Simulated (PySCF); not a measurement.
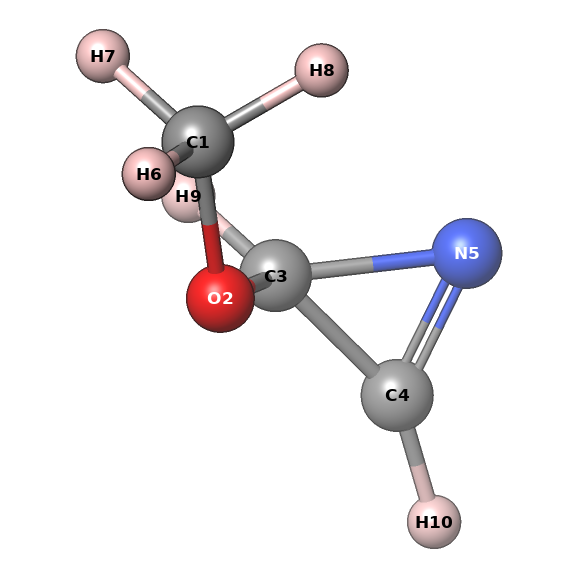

C3 lies behind O2. The molecule seen a little off the O2–C3 bond, O2 in front. Distant atoms are faded towards the background colour. The geometry was computed by an optimisation with PBE0-D3(BJ)/def2-SVP. No frequency run is at hand to confirm it as a minimum.

### What is the torsion angle C1–O2–C3–N5? The sign is positive where the front bond must turn clockwise to cover the back bond.

84°, about perpendicular.
